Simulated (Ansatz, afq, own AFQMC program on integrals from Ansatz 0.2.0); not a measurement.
# NH₃O+ (doublet): quantum Monte Carlo beside coupled cluster, cc-pVDZ

Aim: compute NH₃O+ (doublet) with auxiliary-field quantum Monte Carlo on the same integrals as coupled cluster, and set the energies side by side.

The runs use Ansatz 0.2.0, Gaussian basis, and an in-house AFQMC program (afq) on its integrals; all values are calculated; cc-pVDZ, frozen cores.

Plan: PBE (unrestricted); r2SCAN (unrestricted); PBE0 (unrestricted); B3LYP (unrestricted); wB97M-V (unrestricted); B2PLYP (unrestricted); CCSD(T) on UHF; Phaseless AFQMC, CISD trial on UHF; Phaseless AFQMC, single-determinant trial on UHF.

1 further run of the same task is left out (it didn't finish).

### Step 1. The geometry

The geometry is a PBE0/def2-TZVP stationary point (not a proven minimum) of the parent state, kept for this charge and spin.

5 atoms, charge 1, spin multiplicity 2.

Atoms are counted from 1 here; the program's logs count them from 0.

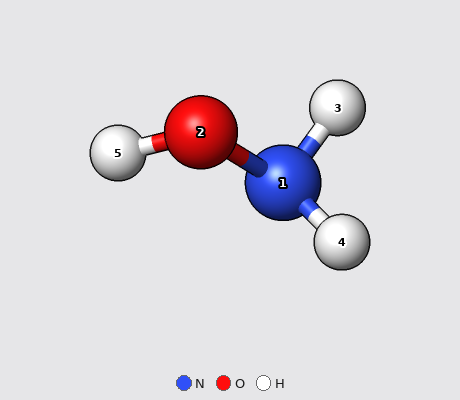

The geometry (nitrogen blue, oxygen red, hydrogen white); atoms are numbered from 1 in the order of the file.

Geometry (Å):

```
atom     x (Å)     y (Å)     z (Å)
  N1  -0.15400   0.00000   0.70685
  O2   0.13852   0.00000  -0.68527
  H3   0.33773  -0.81141   1.07052
  H4   0.33772   0.81141   1.07052
  H5  -0.73421   0.00000  -1.08616
```

### Step 2. PBE (unrestricted)

in.yaml reads:

```yaml
crystal:
  periodic: [false, false, false]
  atoms:
    - {symbol: N, position_ang: [-0.154000, -0.000001, 0.706846]}
    - {symbol: O, position_ang: [0.138522, 0.000001, -0.685265]}
    - {symbol: H, position_ang: [0.337726, -0.811409, 1.070520]}
    - {symbol: H, position_ang: [0.337719, 0.811412, 1.070520]}
    - {symbol: H, position_ang: [-0.734207, -0.000003, -1.086164]}
basis:
  gaussian: {orbitals: cc-pVDZ}
total_charge: 1
magnetization: {spin_polarized: true, initial_magnetization: 1}
hamiltonian: {xc: {name: PBE}}
output: {orbitals: {seedname: orbitals}}
```

Launch:

```
ansatz run in.yaml --threads 1 --pin off --events-out ev --progress --plain --max-ram 1843MiB
```

The log of the run:

```text
Functional definition: PBE
  name "PBE"
  cite "Perdew, Burke & Ernzerhof, Phys. Rev. Lett. 77, 3865 (1996) doi:10.1103/PhysRevLett.77.3865"
  parent pbe
  parameter kappa = 0.804
  parameter beta = 0.06672455060314922
  exchange = pbe_x(kappa = kappa, mu = beta*pi^2/3)
  correlation = pbe_c(beta = beta)
507 factors; their error is unknown
mean field evaluation 1: about -3560.7999 eV, gradient 5.1e1 eV
mean field evaluation 2: about -3537.9470 eV, gradient 8.6e1 eV
mean field evaluation 4: about -3570.1018 eV, gradient 4.6e0 eV
mean field evaluation 8: about -3570.1630 eV, gradient 1.3e-1 eV
mean field evaluation 16: about -3570.1631 eV, gradient 4.9e-5 eV
mean field evaluation 32: about -3570.0783 eV, gradient 1.8e0 eV
mean field -3570.16310472 eV, -131.2010741552 hartree, gradient 5.4e-6 eV, S^2 0.752003; 4 other end points of the search recorded, 0 dependent functions left out
reference -3570.16312317 eV, -131.2010748330 hartree; 9, 8 occupied and 34, 35 virtual orbitals, 507 factors
Total energy: -3570.16312317 eV, -131.2010748330 hartree
```

Wall time 1.9 s (1 thread of Intel Xeon Platinum 8259CL at 2.50GHz (Skylake/Cascade Lake), shared host).

From the report: ⟨S²⟩ of the determinant 0.752 (pure doublet: 0.75).

### Step 3. r2SCAN (unrestricted)

Changes to in.yaml since step 2:

```diff
@@ -12,3 +12,2 @@
 magnetization: {spin_polarized: true, initial_magnetization: 1}
-hamiltonian: {xc: {name: PBE}}
-output: {orbitals: {seedname: orbitals}}
+hamiltonian: {xc: {name: r2SCAN}}
```

Same command.

The log of the run:

```text
Functional definition: r2SCAN
  name "r2SCAN"
  cite "Furness, Kaplan, Ning, Perdew & Sun, J. Phys. Chem. Lett. 11, 8208 (2020) doi:10.1021/acs.jpclett.0c02405"
  cite "Furness, Kaplan, Ning, Perdew & Sun, J. Phys. Chem. Lett. 11, 9248 (2020) doi:10.1021/acs.jpclett.0c03077"
  parent r2scan
  parameter k0 = 0.174
  parameter k1 = 0.065
  parameter a1 = 4.9479
  exchange = r2scan_x(k0 = k0, k1 = k1, a1 = a1)
  correlation = r2scan_c
507 factors; their error is unknown
mean field evaluation 1: about -3564.3773 eV, gradient 4.6e1 eV
mean field evaluation 2: about -3547.2408 eV, gradient 7.6e1 eV
mean field evaluation 4: about -3572.1053 eV, gradient 5.2e0 eV
mean field evaluation 8: about -3572.2011 eV, gradient 1.5e-1 eV
mean field evaluation 16: about -3572.2012 eV, gradient 4.4e-5 eV
mean field evaluation 32: about -3570.9524 eV, gradient 1.3e1 eV
mean field -3572.20121806 eV, -131.2759734387 hartree, gradient 4.6e-5 eV, S^2 0.754390; 4 other end points of the search recorded, 0 dependent functions left out
reference -3572.20122352 eV, -131.2759736393 hartree; 9, 8 occupied and 34, 35 virtual orbitals, 507 factors
Total energy: -3572.20122352 eV, -131.2759736393 hartree
```

Run time: 3.2 s. Hardware: 1 thread of Intel Xeon Platinum 8259CL at 2.50GHz (Skylake/Cascade Lake), shared host.

From the report: ⟨S²⟩ of the determinant 0.754 (pure doublet: 0.75).

### Step 4. PBE0 (unrestricted)

Changes to in.yaml since step 3:

```diff
@@ -12,2 +12,3 @@
 magnetization: {spin_polarized: true, initial_magnetization: 1}
-hamiltonian: {xc: {name: r2SCAN}}
+hamiltonian: {xc: {name: PBE0}}
+output: {orbitals: {seedname: orbitals}}
```

The command is unchanged.

The log of the run:

```text
Functional definition: PBE0
  name "PBE0"
  cite "Adamo & Barone, J. Chem. Phys. 110, 6158 (1999) doi:10.1063/1.478522"
  cite "Perdew, Burke & Ernzerhof, Phys. Rev. Lett. 77, 3865 (1996) doi:10.1103/PhysRevLett.77.3865"
  parent pbe
  parameter a = 0.25
  parameter kappa = 0.804
  parameter beta = 0.06672455060314922
  exchange = (1 - a)*pbe_x(kappa = kappa, mu = beta*pi^2/3) + a*exact_x
  correlation = pbe_c(beta = beta)
395 factors; integrals over basis functions are off by at most 1.4e-3 eV
mean field evaluation 1: about -3563.3485 eV, gradient 4.3e1 eV
mean field evaluation 2: about -3550.3622 eV, gradient 6.8e1 eV
mean field evaluation 4: about -3569.8111 eV, gradient 5.7e0 eV
mean field evaluation 8: about -3570.1105 eV, gradient 3.9e-1 eV
mean field evaluation 16: about -3570.1122 eV, gradient 1.8e-4 eV
mean field -3570.11221158 eV, -131.1992038667 hartree, gradient 2.6e-5 eV, S^2 0.754050; 1 other end points of the search recorded, 0 dependent functions left out
reference -3570.11222463 eV, -131.1992043461 hartree; 9, 8 occupied and 34, 35 virtual orbitals, 395 factors
Total energy: -3570.11222463 eV, -131.1992043461 hartree
```

It took 1.4 s on 1 thread of Intel Xeon Platinum 8259CL at 2.50GHz (Skylake/Cascade Lake), shared host.

From the report: ⟨S²⟩ of the determinant 0.754 (pure doublet: 0.75).

### Step 5. B3LYP (unrestricted)

Changes to in.yaml since step 4:

```diff
@@ -12,3 +12,2 @@
 magnetization: {spin_polarized: true, initial_magnetization: 1}
-hamiltonian: {xc: {name: PBE0}}
-output: {orbitals: {seedname: orbitals}}
+hamiltonian: {xc: {name: B3LYP}}
```

Launched as before.

The log of the run (excerpt; [...] marks lines left out):

```text
Functional definition: B3LYP
  name "B3LYP"
  cite "Stephens, Devlin, Chabalowski & Frisch, J. Phys. Chem. 98, 11623 (1994) doi:10.1021/j100096a001"
  cite "Becke, Phys. Rev. A 38, 3098 (1988) doi:10.1103/PhysRevA.38.3098"
  cite "Lee, Yang & Parr, Phys. Rev. B 37, 785 (1988) doi:10.1103/PhysRevB.37.785"
  cite "Vosko, Wilk & Nusair, Can. J. Phys. 58, 1200 (1980) doi:10.1139/p80-159"
[...]
395 factors; integrals over basis functions are off by at most 1.4e-3 eV
[...]
mean field -3573.97128179 eV, -131.3410220810 hartree, gradient 2.1e-5 eV, S^2 0.753523; 1 other end points of the search recorded, 0 dependent functions left out
reference -3573.97141111 eV, -131.3410268336 hartree; 9, 8 occupied and 34, 35 virtual orbitals, 395 factors
Total energy: -3573.97141111 eV, -131.3410268336 hartree
```

It took 1.3 s on 1 thread of Intel Xeon Platinum 8259CL at 2.50GHz (Skylake/Cascade Lake), shared host.

From the report: ⟨S²⟩ of the determinant 0.754 (pure doublet: 0.75).

### Step 6. wB97M-V (unrestricted)

Changes to in.yaml since step 5:

```diff
@@ -12,2 +12,3 @@
 magnetization: {spin_polarized: true, initial_magnetization: 1}
-hamiltonian: {xc: {name: B3LYP}}
+hamiltonian: {xc: {name: wB97M-V}}
+output: {orbitals: {seedname: orbitals}}
```

Same command.

The log of the run (excerpt; [...] marks lines left out):

```text
Functional definition: wB97M-V
  name "wB97M-V"
  cite "Mardirossian & Head-Gordon, J. Chem. Phys. 144, 214110 (2016) doi:10.1063/1.4952647"
  cite "Becke, J. Chem. Phys. 107, 8554 (1997) doi:10.1063/1.475007"
  cite "Vydrov & Van Voorhis, J. Chem. Phys. 133, 244103 (2010) doi:10.1063/1.3521275"
  # Of w^i u^j: cxij and so on, Table III.
[...]
  gx(w, u) = 1 - cx + cx01*u + cx10*w
  gss(w, u) = css00 + css04*u^4 + css10*w + css20*w^2 + css43*w^4*u^3
  gos(w, u) = cos00 + cos10*w + (cos20 + cos21*u)*w^2 + (cos60 + cos61*u)*w^6
[...]
      + integral(e_c_pw_mod_opposite_spin*gos(b97_w_opposite, b97_u_opposite)) + vv10(b, c)
395 factors; integrals over basis functions are off by at most 1.4e-3 eV
115 factors; integrals over basis functions are off by at most 4.6e-6 eV
[...]
mean field -3572.55810086 eV, -131.2890886396 hartree, gradient 1.2e-5 eV, S^2 0.753585; 1 other end points of the search recorded, 0 dependent functions left out
reference -3572.55812217 eV, -131.2890894230 hartree; 9, 8 occupied and 34, 35 virtual orbitals, 395 factors
Total energy: -3572.55812217 eV, -131.2890894230 hartree
```

Wall time 4.5 s (1 thread of Intel Xeon Platinum 8259CL at 2.50GHz (Skylake/Cascade Lake), shared host).

From the report: ⟨S²⟩ of the determinant 0.754 (pure doublet: 0.75).

### Step 7. B2PLYP (unrestricted)

Changes to in.yaml since step 6:

```diff
@@ -12,3 +12,3 @@
 magnetization: {spin_polarized: true, initial_magnetization: 1}
-hamiltonian: {xc: {name: wB97M-V}}
-output: {orbitals: {seedname: orbitals}}
+hamiltonian: {xc: {name: B2PLYP}}
+correlation: {electrons: outside_noble_gas}
```

The command is unchanged.

The log of the run (excerpt; [...] marks lines left out):

```text
Functional definition: B2PLYP
  name "B2PLYP"
  cite "Grimme, J. Chem. Phys. 124, 034108 (2006) doi:10.1063/1.2148954"
  cite "Becke, Phys. Rev. A 38, 3098 (1988) doi:10.1103/PhysRevA.38.3098"
  cite "Lee, Yang & Parr, Phys. Rev. B 37, 785 (1988) doi:10.1103/PhysRevB.37.785"
[...]
395 factors; integrals over basis functions are off by at most 1.4e-3 eV
[...]
mean field -3567.66526551 eV, -131.1092802572 hartree, gradient 8.5e-6 eV, S^2 0.756876; 0 other end points of the search recorded, 0 dependent functions left out
2 core orbitals not correlated: weight in the atoms' cores, before any rotation towards them, 1.000 or more for the frozen orbitals, at most 0.000 for the correlated occupied ones
reference -3567.66534473 eV, -131.1092831684 hartree; 7, 6 occupied and 34, 35 virtual orbitals, 395 factors
second order -11.22933035 eV of doubles, -0.00000000 eV of singles
Total energy: -3570.69726392 eV, -131.2207041437 hartree
```

Run time: 1.4 s. Hardware: 1 thread of Intel Xeon Platinum 8259CL at 2.50GHz (Skylake/Cascade Lake), shared host.

From the report: ⟨S²⟩ of the determinant 0.757 (pure doublet: 0.75).

### Step 8. CCSD(T) on UHF

Changes to in.yaml since step 7:

```diff
@@ -12,3 +12,2 @@
 magnetization: {spin_polarized: true, initial_magnetization: 1}
-hamiltonian: {xc: {name: B2PLYP}}
-correlation: {electrons: outside_noble_gas}
+correlation: {method: ccsd_t, electrons: outside_noble_gas, hamiltonian_folder: ham}
```

Same command.

The log of the run (excerpt; [...] marks lines left out):

```text
Functional definition: HF
  name "HF"
  cite "Fock, Z. Phys. 61, 126 (1930) doi:10.1007/BF01340294"
  parent pbe
[...]
395 factors; integrals over basis functions are off by at most 1.4e-3 eV
[...]
mean field -3555.29287027 eV, -130.6546031185 hartree, gradient 3.2e-6 eV, S^2 0.760631; 3 other end points of the search recorded, 0 dependent functions left out
determinant -3555.29287027 eV, -130.6546031185 hartree, with singles and doubles -3564.99286208 eV, -131.0110712424 hartree
determinant -3554.64426405 eV, -130.6307672793 hartree, with singles and doubles -3564.02036941 eV, -130.9753327961 hartree
2 core orbitals not correlated: weight in the atoms' cores, before any rotation towards them, 1.000 or more for the frozen orbitals, at most 0.000 for the correlated occupied ones
reference -3555.29287027 eV, -130.6546031185 hartree; 7, 6 occupied and 34, 35 virtual orbitals, 395 factors
second order -9.02420325 eV of doubles, -0.00000000 eV of singles
cycle   1  -9.69969787 eV  change    2.9e-4 eV  update   1.7e-3
[...]
cycle   8  -9.70063952 eV  change   -1.6e-6 eV  update   2.9e-6
perturbative correction -0.24639695 eV, -0.0090549209 hartree
Total energy: -3565.23990674 eV, -131.0201499664 hartree
```

It took 2.4 s on 1 thread of Intel Xeon Platinum 8259CL at 2.50GHz (Skylake/Cascade Lake), shared host.

From the report: ⟨S²⟩ of the determinant 0.761 (pure doublet: 0.75); correlation -9.9470 eV; T1 0.026; largest double amplitude 0.05.

This run also writes the integrals to the folder ham.

### Step 9. Phaseless AFQMC, CISD trial on UHF

It reads the integrals that the CCSD(T) run on this determinant wrote.

Launch:

```
afq ham --method phaseless --trial cisd --walkers 60 --populations 1 --least-time 40 --time-step 0.005 --steps-per-block 50 --equilibration-blocks 28 --max-blocks 300 --target-error 0.00043 --factor-cut 1e-05 --start spin_pure --seed 4399 --release-times 0.24,0.5,1,1.5 --release-step 0.02 --release-every 4 --taylor-order 6
```

The log of the run:

```text
orbitals 41  electrons 7 6  factors 324 of 395
reference energy -130.65460312 Eh
CCSD correlation -0.35649192 Eh in 13 cycles, weight of the determinant in the CISD state 0.8842
energy of the start -131.010614 Eh
 block  time / (1/Eh)  mean weight  energy / Eh
     1     0.250  0.9987  -131.006322
     2     0.500  0.9981  -131.014052
     3     0.750  1.0014  -131.016814
     4     1.000  1.0030  -131.038381
     5     1.250  0.9993  -131.023223
     6     1.500  0.9998  -131.020074
     7     1.750  1.0029  -131.013368
     8     2.000  0.9986  -131.017479
     9     2.250  1.0017  -131.024595
    10     2.500  1.0033  -131.017065
    17     4.250  0.9989  -131.016273
    25     6.250  1.0049  -131.009849
    33     8.250  0.9974  -131.016844
    41    10.250  0.9995  -131.024495
    49    12.250  0.9967  -131.013040
    57    14.250  0.9987  -131.016980
    65    16.250  1.0007  -131.026127
    73    18.250  1.0003  -131.022989
    81    20.250  0.9995  -131.020116
    89    22.250  1.0013  -131.013563
    97    24.250  0.9990  -131.031127
   105    26.250  0.9994  -131.010126
   113    28.250  1.0015  -131.035543
   121    30.250  1.0041  -131.007365
   129    32.250  1.0024  -131.015297
   137    34.250  0.9983  -131.014246
   145    36.250  1.0006  -131.016766
   153    38.250  1.0009  -131.018243
   161    40.250  1.0008  -131.025722
   169    42.250  1.0004  -131.019548
   177    44.250  1.0008  -131.019462
   185    46.250  0.9982  -131.012069
   193    48.250  1.0004  -131.021448
   201    50.250  0.9995  -131.021760
   209    52.250  0.9937  -131.018840
   217    54.250  1.0012  -131.029511
   225    56.250  0.9975  -131.009783
   233    58.250  0.9969  -131.018943
   241    60.250  0.9992  -131.013976
   249    62.250  0.9847  -131.016182
   257    64.250  1.0003  -131.021850
   265    66.250  0.9973  -131.021393
   273    68.250  1.0061  -131.013394
   281    70.250  0.9989  -131.024211
   289    72.250  0.9993  -131.019678
   297    74.250  0.9990  -131.017151
   305    76.250  0.9999  -131.017782
   313    78.250  1.0008  -131.069140
   321    80.250  1.0002  -131.017372
blocks merged  error / Eh  count
     1  0.000463  300
     2  0.000541  150
     4  0.000637  75
     8  0.000704  37
    16  0.000705  18
    32  0.000532  9
released: time / (1/Eh)  energy / Eh  error  mean overlap
  0.24  -131.020067  0.000657  1.0049
  0.50  -131.021166  0.000639  0.9937
  1.00  -131.021982  0.001037  0.9990
  1.50  -131.020708  0.000931  1.0234
energy -131.020445 +/- 0.000705 Eh
```

Wall time 13 min (1 thread of Intel Xeon Platinum 8259CL at 2.50GHz (Skylake/Cascade Lake), shared host); peak memory 0.35 GiB.

Energy -3565.2479 ± 0.0192 eV. Caveats: constraint bias not in the error; error above the target.

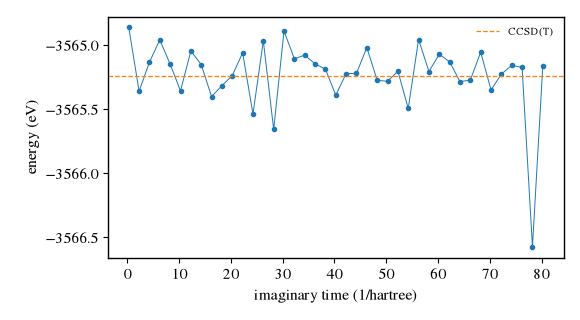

Block energies along the walk.

### Step 10. Phaseless AFQMC, single-determinant trial on UHF

It reads the integrals that the CCSD(T) run on this determinant wrote.

Launch:

```
afq ham --method phaseless --trial hf --walkers 120 --populations 1 --least-time 40 --time-step 0.005 --steps-per-block 20 --equilibration-blocks 112 --max-blocks 600 --target-error 0.00129 --factor-cut 1e-05 --start spin_pure --seed 1537 --taylor-order 6
```

The log of the run:

```text
orbitals 41  electrons 7 6  factors 324 of 395
reference energy -130.65460312 Eh
CCSD correlation -0.35649192 Eh in 13 cycles, weight of the determinant in the CISD state 0.8842
energy of the start -130.654884 Eh
 block  time / (1/Eh)  mean weight  energy / Eh
     1     0.100  1.0036  -130.760792
     2     0.200  1.0034  -130.838724
     3     0.300  1.0035  -130.899302
     4     0.400  1.0030  -130.933093
     5     0.500  1.0020  -130.961234
     6     0.600  1.0018  -130.962617
     7     0.700  1.0030  -131.010005
     8     0.800  0.9998  -131.000386
     9     0.900  1.0007  -131.007020
    10     1.000  1.0021  -130.987419
    18     1.800  0.9989  -131.032866
    35     3.500  1.0008  -131.040289
    52     5.200  1.0053  -131.033126
    69     6.900  1.0002  -131.013341
    86     8.600  1.0011  -131.057986
   103    10.300  1.0000  -131.031290
   120    12.000  1.0009  -130.988802
   137    13.700  1.0003  -131.011322
   154    15.400  1.0022  -131.011468
   171    17.100  1.0000  -131.052451
   188    18.800  1.0012  -131.041185
   205    20.500  1.0022  -131.032133
   222    22.200  0.9989  -131.000004
   239    23.900  1.0014  -131.059451
   256    25.600  0.9985  -131.032124
   273    27.300  0.9983  -131.009997
   290    29.000  1.0016  -130.994740
   307    30.700  1.0005  -131.030080
   324    32.400  0.9994  -131.021302
   341    34.100  1.0011  -131.028934
   358    35.800  1.0007  -130.999063
   375    37.500  1.0000  -131.024416
   392    39.200  1.0002  -131.040615
   409    40.900  1.0011  -131.017981
   426    42.600  1.0032  -131.024474
   443    44.300  0.9992  -130.974846
   460    46.000  1.0019  -130.973035
   477    47.700  1.0021  -131.079047
   494    49.400  1.0001  -131.059942
   511    51.100  0.9996  -131.000365
   528    52.800  1.0023  -131.000852
   545    54.500  1.0019  -130.984255
   562    56.200  0.9988  -131.011926
   579    57.900  0.9944  -131.030298
   596    59.600  1.0018  -131.017614
   613    61.300  1.0016  -131.040901
   630    63.000  0.9955  -131.040263
   647    64.700  1.0021  -131.056630
   664    66.400  0.9929  -131.029873
   681    68.100  0.9986  -131.031830
   698    69.800  0.9994  -131.004610
blocks merged  error / Eh  count
     1  0.001189  600
     2  0.001544  300
     4  0.001947  150
     8  0.002248  75
    16  0.002678  37
    32  0.003044  18
    64  0.003336  9
energy -131.017319 +/- 0.003044 Eh
```

Run time: 7 min. Hardware: 1 thread of Intel Xeon Platinum 8259CL at 2.50GHz (Skylake/Cascade Lake), shared host; peak memory 0.35 GiB.

Energy -3565.1629 ± 0.0828 eV. Caveats: constraint bias not in the error; error above the target.

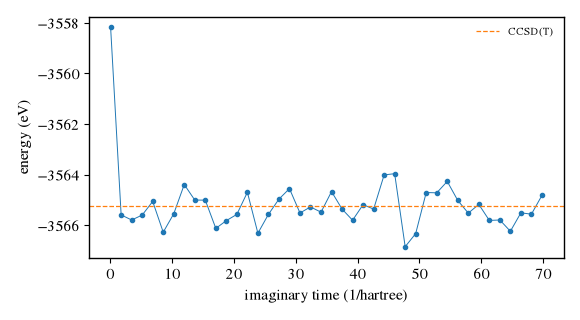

Block energies along the walk.

### Step 11. All levels side by side

On the UHF determinant, counted from CCSD(T) (a yardstick, not exact):

```
                                                             level  energy (eV)  from CCSD(T) (kJ/mol)  statistical error (kJ/mol)    time
                                                                HF   -3555.2929                 +959.7                                    
                                                               MP2   -3564.3171                  +89.0                                    
                                                              CCSD   -3564.9935                  +23.8                                    
                                                           CCSD(T)   -3565.2399                    0.0                                    
               Phaseless AFQMC, CISD trial, step 0.005, 60 walkers   -3565.2479                   -0.8                         1.9  13 min
Phaseless AFQMC, single-determinant trial, step 0.005, 120 walkers   -3565.1629                   +7.4                         8.0   7 min
```

The functionals' totals stand on their own zeros and serve differences with other points: PBE -3570.163 eV; r2SCAN -3572.201 eV; PBE0 -3570.112 eV; B3LYP -3573.971 eV; wB97M-V -3572.558 eV; B2PLYP -3570.697 eV.

### Step 12. What came out

```
                                                     quantity              value
              Phaseless AFQMC, CISD trial on UHF from CCSD(T)  -0.8 ± 1.9 kJ/mol
Phaseless AFQMC, single-determinant trial on UHF from CCSD(T)  +7.4 ± 8.0 kJ/mol
```

**Reading.** On UHF the phaseless walk with the CISD trial lies -0.8 kJ/mol from CCSD(T), within three error bars. Error bars are statistical and leave out the constraint, the time step and what remains of the start.
